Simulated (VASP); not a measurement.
Band structure of AlP (zinc blende). Method: RPBE GGA, VASP's PBE PAW potentials (set 64) (plane waves; VASP).

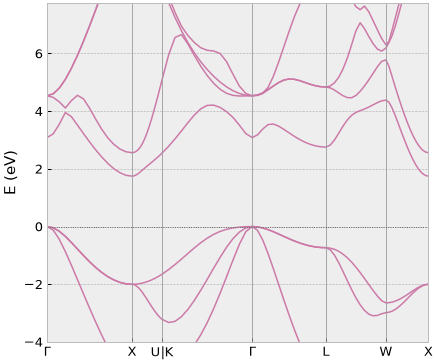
*Bands along high-symmetry lines, zero at the valence-band maximum or, without a gap, the Fermi level*

Read the plot: is there a gap, and where are the band edges?

The gap is indirect, 1.75 eV, from the valence maximum at Γ to the conduction minimum at X. (Edges off the drawn lines would not show.)

Measured: gap 2.54 eV (computed value off by -0.79 eV), as given by Wei Chen et al., Physical Review Materials (2018), doi:10.1103/physrevmaterials.2.073803 [zero-point renormalisation of 0.02 eV added back (the table's ZPR column)].

The compound is AlP in the zinc blende structure. It was relaxed first.
